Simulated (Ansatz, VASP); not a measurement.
## NbAs: VASP beside Ansatz

Aim: how closely do two programs agree when they are given the same cell, functional and k mesh? The cell comes out of the VASP series on this material, whose earlier steps may have relaxed, scaled or displaced it; both programs get it as it stands.

Program: Ansatz 0.2.0. Level of theory: plane waves, with VASP 6.6.1 beside it; relaxation of cell and atoms at LDA. Results are calculated unless marked as measured.

## Step 1: The structure

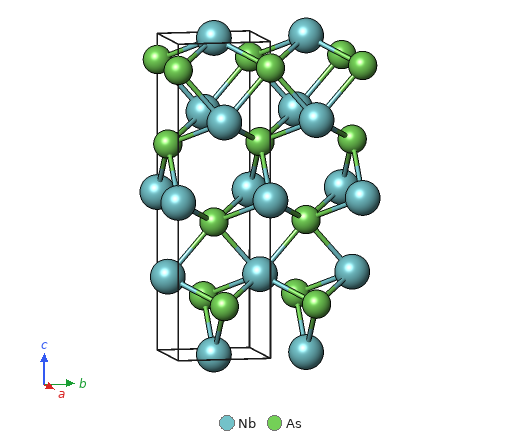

Start, viewed slightly off an axis; niobium teal, arsenic green. 1×2×1 cells are drawn. This picture shows the conventional cell, with its axes. Some periodic images of atoms are drawn too.

## Step 2: Ansatz: relaxation of cell and atoms, LDA

Ansatz runs on its default PAW (the set named soft_2) files.

The relaxed volume is the usual yardstick between codes: its relative difference is about their pressure difference at one cell divided by the bulk modulus.

input.yaml reads:

```yaml
crystal:
  lattice:
    - [-1.709906942, 1.709906942, 5.7665566875]
    - [1.709906942, -1.709906942, 5.7665566875]
    - [1.709906942, 1.709906942, -5.7665566875]
  atoms:
    - { symbol: Nb, position: [0.4987417213, 0.9987417213, 0.5] }
    - { symbol: Nb, position: [0.7487417213, 0.7487417213, 0.0] }
    - { symbol: As, position: [0.9172582787, 0.4172582787, 0.5] }
    - { symbol: As, position: [0.1672582787, 0.1672582787, 0.0] }
hamiltonian:
  xc: lda
  pseudopotentials: { kind: paw }
kpoints:
  mp_grid: { grid: [14, 14, 14] }
scf:
  occupations: { method: methfessel_paxton, width: 0.15 }
relax:
  f_tol: 0.01
  max_steps: 60
  cell: { stress_tol: 0.05 }
output:
  forces: true
  stress: true
```

On the command line:

```console
> ansatz run input.yaml --threads 4 --pin off --max-ram 9216MiB --backend cpu --events-out ev --progress --plain --runs-dir out
```

Numbers of over 12 decimals in the logs are rounded to 6 here.

The log of the run:

```text
basis.fft_grid_basis auto: the FFT boxes are laid along the combinations [[1, 0, 1], [0, 1, 1], [0, 0, 1]] of the cell's own vectors, 3.420, 3.420 and 6.253 Å long. The dense box has 24×24×45 points. Along the cell's own vectors, as sized, it would have 45×45×45, 3.52 times as many. Of the 8 symmetry operations that the crystal satisfies within crystal.symmetry.tolerance (time reversal apart; of a slab, those that ke [...]
Engine: ansatz 0.2.0, aarch64-unknown-linux-gnu
Pseudopotentials: kind: paw
Pseudopotential: Nb, paw, valence charge 13, recommended cutoff 420 eV (normal), Nb.paw.azcp
Pseudopotential: As, paw, valence charge 15, recommended cutoff 420 eV (normal), As.paw.azcp
Functional definition: SPW92
  exchange = slater_x
  correlation = pw_c
Crystal: 4 atoms, lattice volume = 67.441 Å³
Basis set: ecut = 420 eV, 1323 PW (Γ), FFT grids on a1+a3, a2+a3, a3
Bands: 34, of which v1, the nominal top of the filled ones, is band 28 counted from 1 (27 counted from 0)
Symmetry: 8 space group operations
Space group: I41md (ITA 109), of the structure as read, at distance tolerance 4.1e-5 Å
k-points: 244 of 2744 (time reversal used)
Non-local potential: Nb, projectors of the file, l = 0: 3, l = 1: 2, l = 2: 2, l = 3: 1
Non-local potential: As, projectors of the file, l = 0: 2, l = 1: 2, l = 2: 3, l = 3: 1
PAW form: soft (Blöchl's): semilocal exchange-correlation on the pseudo side does not see the compensation charge
PAW frozen core: Nb, regenerated for the run's functional, and the local potential with it (the file was generated under x = pbe(κ = 0.804, μ = 0.219515), c = pbe(β = 0.066725))
PAW frozen core: As, regenerated for the run's functional, and the local potential with it (the file was generated under x = pbe(κ = 0.804, μ = 0.219515), c = pbe(β = 0.066725))
PAW one-centre angular grid: Nb, 590 points (default); XC on 64 Gauss nodes
PAW one-centre angular grid: As, 590 points (default); XC on 64 Gauss nodes
Initial density: superposition of atomic densities (neutral atoms: chi_scale 0, normalization atom), corrected by the library's trained network
Initial wavefunctions: pseudopotential atomic-orbital guess
Functional: x = slater, c = lda
SCF iter   1: F=—  HF=-18435.638393 eV  |F-HF|=—  |Δ(HF+E_count)|=         —  Δρ=1.08e-2  dr2=5.58e-2  ethr=1.77e-3  ⟨swp⟩=5.0  Hψ=32630  notcnv=0
preconditioner: auto → Kerker (q_TF=auto, 2.645 Å⁻¹)  [metal: Δε(μ)=0.003 eV  Ē_g=7.144 eV  σ=0.150 eV  W_gap=0.02  n_scr=24 (ndim 8)  ℏωp=20.2 eV  f_vac=0.000  D(μ)=0.57/eV (n_scr^D=2)]
SCF iter   2: F=—  HF=-18435.627965 eV  |F-HF|=—  |Δ(HF+E_count)|=   1.04e-2  S|Δr|=    0.00e0  Δρ=6.02e-3  dr2=1.80e-2  ethr=9.96e-5  ⟨swp⟩=1.0  Hψ=10248  notcnv=0
SCF iter   3: F=—  HF=-18435.623470 eV  |F-HF|=—  |Δ(HF+E_count)|=   4.50e-3  S|Δr|=    0.00e0  Δρ=6.71e-4  dr2=2.80e-4  ethr=3.22e-5  ⟨swp⟩=2.0  Hψ=10417  notcnv=0
SCF iter   4: F=—  HF=-18435.623354 eV  |F-HF|=—  |Δ(HF+E_count)|=   1.16e-4  S|Δr|=    0.00e0  Δρ=1.11e-4  dr2=9.38e-6  ethr=4.99e-7  ⟨swp⟩=2.3  Hψ=14088  notcnv=0
SCF iter   5: F=—  HF=-18435.623354 eV  |F-HF|=—  |Δ(HF+E_count)|=   8.28e-7  S|Δr|=    0.00e0  Δρ=4.75e-5  dr2=1.82e-6  ethr=1.67e-8  ⟨swp⟩=2.0  Hψ=14004  notcnv=0
SCF iter   6: F=—  HF=-18435.623351 eV  |F-HF|=—  |Δ(HF+E_count)|=   3.93e-6  S|Δr|=    0.00e0  Δρ=2.42e-5  dr2=4.42e-7  ethr=3.26e-9  ⟨swp⟩=2.0  Hψ=14275  notcnv=0
SCF iter   7: F=-18435.623350 eV  HF=-18435.623350 eV  |F-HF|=9.68e-9  |Δ(HF+E_count)|=   5.91e-8  S|Δr|=    0.00e0  Δρ=6.41e-6  dr2=2.12e-8  ethr=1.79e-10  ⟨swp⟩=2.9  Hψ=29779  notcnv=0
SCF 1 converged in 7 iterations: F = -18435.623350 eV  dr2 = 2.12e-8
  greatest PAW one-centre occupation: 0.999 electrons in one spin orbital (limit 2), on the As atom at site 3 (counted from 0), in its partial waves of l = 2
relax step   1: F+E_penalty+E_count = -18435.62335047 eV  Δ(F+E_penalty+E_count) = +0.000e0 eV  max|allowed force component| = 2.891e-3 eV/Å  Δτ_max = 0.0000 Å  P = -0.301 GPa  Ω = 67.441 Å³  (7 SCF iters, dr2 threshold 1.00e-7 eV, accepted)
[...]
relax step   2: F+E_penalty+E_count = -18435.62340063 eV  Δ(F+E_penalty+E_count) = -5.016e-5 eV  max|allowed force component| = 2.632e-3 eV/Å  Δτ_max = 0.0005 Å  P = +0.290 GPa  Ω = 67.236 Å³  energy of the carried Pulay correction = +3.659e-5 eV  (4 SCF iters, dr2 threshold 2.94e-7 eV, accepted)
[...]
relax step   3: F+E_penalty+E_count = -18435.62347894 eV  Δ(F+E_penalty+E_count) = -7.830e-5 eV  max|allowed force component| = 3.627e-4 eV/Å  Δτ_max = 0.0002 Å  P = -0.003 GPa  Ω = 67.338 Å³  energy of the carried Pulay correction = +1.822e-5 eV  (3 SCF iters, dr2 threshold 2.56e-7 eV, accepted)
[...]
relax step   4: F+E_penalty+E_count = -18435.62346065 eV  Δ(F+E_penalty+E_count) = +1.829e-5 eV  max|allowed force component| = 3.633e-4 eV/Å  Δτ_max = 0.0000 Å  P = -0.004 GPa  Ω = 67.338 Å³  stress off target by 9.71e-3 GPa  SCF on the basis re-selected at this cell (its energy is not comparable with the rows above)  (5 SCF iters)
basis re-selected at this cell: Δ(F+E_penalty+E_count) = +1.829e-5 eV, ΔP = -0.000 GPa vs the last step (what re-selecting the basis moved, of the pressure what is left beyond the Pulay correction that the steps carried, after the strain that the cell walked since its last selection, with what the two solves' SCF thresholds leave and, on support functions, any second-order correction that the steps lacked; it is no m [...]
SCF converged after 5 iterations
Stability not checked: this state was not tested for a lower state beside it, because cold or Methfessel-Paxton smearing, or corrected tetrahedra, fill the levels in a way that the test cannot read (fill_not_monotonic; see scf.lower_state_search)
Free energy (F): -18435.623461 eV
Harris-Foulkes:  -18435.623461 eV  (|F-HF|=3.64e-12)
Internal energy: -18435.623770 eV  (E = F + TS)
E sigma→0 (E₀):  -18435.623538 eV
Entropy (-TS):   0.000309 eV (0.077 meV/atom)
Fermi energy:    16.652078 eV
Step filling:    the computed levels leave a gap of 0.0076 eV = 0.1 smearing widths at the electron count; against every level under it full and every level over it empty, smearing changes F+E_penalty+E_count by -0.203 meV and its σ→0 estimate by -0.280 meV
--- Per-component energies (eV) ---
  E_band       = -466.160978
  E_kinetic    = 1004.681667
  E_local      = -4259.550404  (includes V_loc(G=0)·N_el)
  E_nonlocal   = -1081.003789
  E_hartree    = 2115.105811
  E_xc         = -511.127838
  E_vxc        = -590.205719  (∫ρ·V_xc dr)
  E_paw        = -9439.340912  (= ΣΔE_a)
  E_vpaw       = 229.705575  (= ΣTr[D̂ρ^β])
  E_aug_tail   = 0.000026  (compensation charges beyond the density's cutoff)
  E_ewald      = -6269.390179
  E_core_change = 5.001849  (= ΣΔE_core)
  E_smearing   = 0.000309  (= −TS)
  E_closure    = 0.000000  (closes the sum)
  Σ components = -18435.623461   (vs F -18435.623461, Δ=0.00e0)
--- Forces (eV/Å), atoms counted from 1 ---
  atom   1  Nb    -0.00000000    -0.00000000    -0.00036313
  atom   2  Nb     0.00000000    -0.00000000    -0.00036313
  atom   3  As     0.00000000    -0.00000000     0.00036352
  atom   4  As     0.00000000     0.00000000     0.00036352
  max |Σ_I F_I| component: 7.70e-7 eV/Å
--- Stress (GPa, compression-positive) ---
       -0.000599      -0.000000       0.000000
       -0.000000      -0.000599      -0.000000
        0.000000      -0.000000      -0.009711
  P = ⅓ Tr σ = -0.0036 GPa (-0.036 kbar)
--- Relaxed structure (3 steps of the walk, 3 accepted, 1 SCFs on fresh bases) ---
  F+E_penalty+E_count = -18435.62346065 eV   max|allowed force component| = 3.633e-4 eV/Å   (the final SCF, on the basis selected at the relaxed cell)
  cell:  # Å, volume = 67.3384 Å³
    - [-1.708650, 1.708650, 5.766289]
    - [1.708650, -1.708650, 5.766289]
    - [1.708650, 1.708650, -5.766289]
  atoms:
    - { symbol: Nb, position: [0.498770, 0.998770, 0.5] }
    - { symbol: Nb, position: [0.748770, 0.748770, 0] }
    - { symbol: As, position: [0.917230, 0.417230, 0.5] }
    - { symbol: As, position: [0.167230, 0.167230, 0] }
```

Run time: 41 s. Hardware: 4 threads of Arm Neoverse V2, shared host; peak memory 0.68 GiB.

## Step 3: VASP: relaxation of cell and atoms, LDA

The same cell, functional (in two slightly different forms), mesh and smearing now go to VASP, with its own data sets and cutoff.

Lines of VASP's logs that name or quote its potential files are left out, and so is its time.

INCAR reads:

```
SYSTEM = NbAs
PREC = Accurate
ENCUT = 450
EDIFF = 1E-07
NELM = 100
ISMEAR = 1
SIGMA = 0.15
LREAL = .FALSE.
ALGO = Normal
GGA = CA
NBANDS = 24
LORBIT = 11
LWAVE = .FALSE.
LCHARG = .FALSE.
KPAR = 4
IBRION = 2
NSW = 50
ISIF = 3
EDIFFG = -0.002
```

POSCAR reads:

```
NbAs
1.0
   -1.7099069420      1.7099069420      5.7665566875
    1.7099069420     -1.7099069420      5.7665566875
    1.7099069420      1.7099069420     -5.7665566875
Nb As
2 2
Direct
    0.4987417213      0.9987417213      0.5000000000
    0.7487417213      0.7487417213      0.0000000000
    0.9172582787      0.4172582787      0.5000000000
    0.1672582787      0.1672582787      0.0000000000
```

KPOINTS reads:

```
Automatic mesh
0
Gamma
14 14 14
0 0 0
```

Potentials, in the order of the species: Nb_sv and As (LDA family, release 64).

On the command line:

```console
> mpirun -np 4 vasp_std
```

The log of the run:

```text
[banner, memory and clock lines left out]
running    4 mpi-ranks, on    1 nodes
 distrk:  each k-point on    1 cores,    4 groups
 distr:  one band on    1 cores,    1 groups

 POSCAR found type information on POSCAR NbAs
 POSCAR found :  2 types and       4 ions
 LDA part: xc-table for (Slater(with rela. corr.)+CA(PZ))
 , standard interpolation
 POSCAR, INCAR and KPOINTS ok, starting setup
 FFT: planning ... GRIDC
 FFT: planning ... GRID_SOFT
 FFT: planning ... GRID
 WAVECAR not read
 entering main loop
       N       E                     dE             d eps       ncg     rms          rms(c)
DAV:   1     0.339777974354E+03    0.33978E+03   -0.17726E+04 11776   0.134E+03
DAV:   2    -0.972415029119E+01   -0.34950E+03   -0.34215E+03 15224   0.537E+02
DAV:   3    -0.363953558483E+02   -0.26671E+02   -0.26296E+02 20880   0.109E+02
DAV:   4    -0.382288454210E+02   -0.18335E+01   -0.18264E+01 18456   0.236E+01
DAV:   5    -0.382902256873E+02   -0.61380E-01   -0.61361E-01 20088   0.474E+00    0.116E+01
DAV:   6    -0.364230579369E+02    0.18672E+01   -0.81195E+00 18288   0.194E+01    0.347E+00
DAV:   7    -0.363957134919E+02    0.27344E-01   -0.40756E-01 19904   0.387E+00    0.205E+00
DAV:   8    -0.363790644399E+02    0.16649E-01   -0.61872E-02 18208   0.145E+00    0.386E-01
DAV:   9    -0.363789563144E+02    0.10813E-03   -0.60830E-03 20344   0.535E-01    0.213E-01
DAV:  10    -0.363789555094E+02    0.80500E-06   -0.11270E-03 17392   0.312E-01    0.290E-02
DAV:  11    -0.363789487994E+02    0.67099E-05   -0.60033E-05 17856   0.717E-02    0.129E-02
DAV:  12    -0.363789481504E+02    0.64907E-06   -0.36529E-06 18344   0.161E-02    0.354E-03
DAV:  13    -0.363789480925E+02    0.57889E-07   -0.16791E-07 12168   0.398E-03
   1 F= -.36378948E+02 E0= -.36379051E+02  d E =-.363789E+02
 curvature:   0.00 expect dE= 0.000E+00 dE for cont linesearch  0.000E+00
 trial: gam= 0.00000 g(F)=  0.911E-09 g(S)=  0.150E-04 ort = 0.000E+00 (trialstep = 0.100E+01)
 search vector abs. value=  0.150E-04
 bond charge predicted
       N       E                     dE             d eps       ncg     rms          rms(c)
DAV:   1    -0.363790755803E+02   -0.12743E-03   -0.49163E-03 15928   0.831E-01    0.904E-02
DAV:   2    -0.363789640951E+02    0.11149E-03   -0.59403E-04 20608   0.245E-01    0.356E-02
DAV:   3    -0.363789377411E+02    0.26354E-04   -0.58043E-05 22904   0.612E-02    0.129E-02
DAV:   4    -0.363789371515E+02    0.58957E-06   -0.18191E-05 23184   0.198E-02    0.723E-03
DAV:   5    -0.363789389813E+02   -0.18298E-05   -0.68999E-06 21600   0.180E-02    0.281E-03
DAV:   6    -0.363789389347E+02    0.46657E-07   -0.72091E-07 18152   0.693E-03
   2 F= -.36378939E+02 E0= -.36379041E+02  d E =0.915781E-05
 trial-energy change:    0.000009  1 .order    0.000007   -0.000015    0.000030
 step:   0.2878(harm=  0.3336)  dis= 0.00000  next Energy=   -36.378950 (dE=-0.212E-05)
 bond charge predicted
       N       E                     dE             d eps       ncg     rms          rms(c)
DAV:   1    -0.363790182104E+02   -0.79229E-04   -0.24894E-03 14912   0.592E-01    0.638E-02
DAV:   2    -0.363789626619E+02    0.55549E-04   -0.29428E-04 20312   0.174E-01    0.254E-02
DAV:   3    -0.363789490851E+02    0.13577E-04   -0.31325E-05 22984   0.452E-02    0.924E-03
DAV:   4    -0.363789488603E+02    0.22482E-06   -0.87430E-06 23152   0.134E-02    0.501E-03
DAV:   5    -0.363789497538E+02   -0.89358E-06   -0.33929E-06 22416   0.128E-02    0.289E-03
DAV:   6    -0.363789497538E+02    0.68212E-10   -0.34527E-07 14072   0.469E-03
   3 F= -.36378950E+02 E0= -.36379053E+02  d E =-.166129E-05
 curvature:  -0.17 expect dE=-0.489E-07 dE for cont linesearch -0.673E-08
 trial: gam=-0.03237 g(F)=  0.114E-07 g(S)=  0.283E-06 ort = 0.780E-06 (trialstep = 0.858E+00)
 search vector abs. value=  0.260E-06
 reached required accuracy - stopping structural energy minimisation
```

Parts of OUTCAR (step 3):

```text
ion  position               nearest neighbor table
   1  0.499  0.999  0.500-   4 2.59   4 2.59   3 2.59   3 2.59   3 2.59   3 2.59
   2  0.749  0.749  0.000-   3 2.59   3 2.59   4 2.59   4 2.59   4 2.59   4 2.59
   3  0.917  0.417  0.500-   2 2.59   2 2.59   1 2.59   1 2.59   1 2.59   1 2.59
   4  0.167  0.167  0.000-   1 2.59   1 2.59   2 2.59   2 2.59   2 2.59   2 2.59

  LATTYP: Found a body centered tetragonal cell.
 ALAT       =     3.4198138840
 C/A-ratio  =     3.3724389005

 Subroutine GETGRP returns: Found  8 space group operations
 (whereof  4 operations were pure point group operations)

The static configuration has the point symmetry C_2v.
 The point group associated with its full space group is C_4v.

 Found    244 irreducible k-points:

   k-points           NKPTS =    244   k-points in BZ     NKDIM =    244   number of bands    NBANDS=     24

   dimension x,y,z NGX =    48 NGY =   48 NGZ =   48
   dimension x,y,z NGXF=    96 NGYF=   96 NGZF=   96

   ENCUT  =  450.0 eV  33.07 Ry    5.75 a.u.  10.82 10.82 10.82*2*pi/ulx,y,z

   NELECT =      36.0000    total number of electrons

 k-points in reciprocal lattice and weights: Automatic mesh
   0.00000000  0.00000000  0.00000000       0.000
   0.07142857  0.00000000  0.00000000       0.003
   0.14285714  0.00000000  0.00000000       0.003
   0.21428571 -0.00000000  0.00000000       0.003
   0.28571429  0.00000000  0.00000000       0.003
   0.35714286  0.00000000  0.00000000       0.003
   0.42857143 -0.00000000  0.00000000       0.003
   0.50000000  0.00000000  0.00000000       0.001
   0.07142857  0.07142857  0.00000000       0.003
[...]
-0.42857143 -0.42857143  0.42857143       0.001
   0.50000000  0.50000000  0.50000000       0.000

 average (electrostatic) potential at core
       1 -78.5725       2 -78.5725       3 -47.8440       4 -47.8440

 E-fermi :   9.9830

 k-point     1 :       0.0000    0.0000    0.0000
  band No.  band energies     occupation
    ...
     14       7.7196      2.00000
     15       7.8375      2.00000
     16       8.2196      2.00000
     17       8.5746      2.00000
     18       8.5746      2.00000
     19      10.6874     -0.00000
     20      11.2906     -0.00000
     21      12.5351     -0.00000
     22      13.0725      0.00000
     23      13.0725      0.00000
    ...

 k-point     2 :       0.0714    0.0000    0.0000
  band No.  band energies     occupation
    ...
     14       7.6588      2.00000
     15       7.8745      2.00000
     16       8.1396      2.00000
     17       8.5513      2.00000
     18       8.6520      2.00000
     19      10.5989     -0.00000
     20      11.1864     -0.00000
     21      12.4320     -0.00000
     22      12.9415     -0.00000
     23      13.2402      0.00000
    ...

 k-point     3 :       0.1429    0.0000    0.0000
  band No.  band energies     occupation
    ...
     14       7.5030      2.00000
     15       8.0160      2.00000
     16       8.1900      2.00000
     17       8.4427      2.00000
     18       8.8622      2.00000
     19      10.4393     -0.00015
     20      11.0092     -0.00000
     21      11.9917     -0.00000
     22      12.8681     -0.00000
     23      13.1192      0.00000
    ...

  Total        0.0011863      0.0011863     -0.0045438      0.0000000      0.0000000      0.0000000
  in kB        0.0281876      0.0281876     -0.1079686      0.0000000      0.0000000      0.0000000
  external PRESSURE =      -0.0171978 kB  Pullay stress =       0.0000000 kB

  energy-cutoff  :      450.00
  volume of cell :       67.43
      direct lattice vectors                 reciprocal lattice vectors
    -1.709798023  1.709798023  5.766078840     0.000000000  0.292432202  0.086714042
     1.709798023 -1.709798023  5.766078840     0.292432202  0.000000000  0.086714042
     1.709798023  1.709798023 -5.766078840     0.292432202  0.292432202  0.000000000

 POSITION                                       TOTAL-FORCE (eV/Angst)
 -----------------------------------------------------------------------------------
      1.70980      0.00000      5.75157         0.000000     -0.000000     -0.000243
      0.00000      0.00000      8.63461        -0.000000      0.000000     -0.000243
      0.00000      1.70980      4.81189        -0.000000     -0.000000      0.000243
      0.00000      0.00000      1.92885        -0.000000     -0.000000      0.000243
 -----------------------------------------------------------------------------------
    total drift:                                0.000000      0.000000     -0.000523

  FREE ENERGIE OF THE ION-ELECTRON SYSTEM (eV)
  ---------------------------------------------------
  free  energy   TOTEN  =       -36.3789497538 eV

  energy  without entropy=      -36.3792585754  energy(sigma->0) =      -36.37905269

 reached required accuracy - stopping structural energy minimisation

 total charge
# of ion       s       p       d       tot
------------------------------------------
    1        2.153   6.019   2.543  10.715
    2        2.153   6.019   2.543  10.715
    3        1.208   1.676   0.080   2.964
    4        1.208   1.676   0.080   2.964
--------------------------------------------------
tot          6.722  15.390   5.246  27.359

[... 3 further parts left out ...]
```

CONTCAR:

```
NbAs
   1.00000000000000
    -1.7097980227359610    1.7097980227359610    5.7660788404535639
     1.7097980227359610   -1.7097980227359610    5.7660788404535639
     1.7097980227359610    1.7097980227359610   -5.7660788404535639
  Nb              As
     2     2
Direct
     0.4987418039470984    0.9987418039470983    0.5000000000000000
     0.7487418039470983    0.7487418039470983    0.0000000000000000
     0.9172581960528985    0.4172581960528984    0.5000000000000000
     0.1672581960528984    0.1672581960528984    0.0000000000000000
```

## Step 4: Side by side

Known differences besides the PAW data sets themselves: the two LDA forms differ slightly; both relaxations stop at a tolerance, which leaves soft axes loose, and VASP keeps its plane-wave basis; the data sets hold 56 valence electrons in Ansatz (default PAW (the set named soft_2) files) and 36 in VASP; the cutoff is 420 eV in Ansatz and 450 eV in VASP; Ansatz makes its cores anew for this functional, VASP keeps those of its LDA data sets; Ansatz adds a Pulay correction to the stress that steers its cell, VASP none. Total energies have different zeros and are not compared.

The two programs side by side:

```
                                         quantity  Ansatz   VASP  difference
                                      volume (Å³)   67.34  67.43     -0.13 %
edge a after relaxation, in the typed setting (Å)   6.252  6.253     -0.01 %
```

The walks stopped with 0.00 GPa left in Ansatz and 0.00 GPa in VASP; each walk ends within a tolerance, so the volume difference is uncertain by about these residues over the bulk modulus, most in soft cells.

## Step 5: What came out

* difference in volume (relaxation of cell and atoms, LDA): -0.13 %

**Reading.** The difference in volume is -0.13 % (relaxation of cell and atoms, LDA), within the 1.2 % picked in this series as the mark of a large difference, as far as the stopping tolerances let one tell. Differences of this kind measure data sets and numerical settings, not the functional's error against experiment.

[Lines on the potential files, build, host, timing and source positions are cut from VASP's logs without a mark.]

[Logs are printed without paths, hosts, clocks, repeated set-up lines and the standing remarks that a program may print on its own settings, such as how far it seeks lower states.]

[Hosts, paths, dates, database ids (printed as entryN), source tags and the programs' standing remarks are cut or masked in the printed files.]
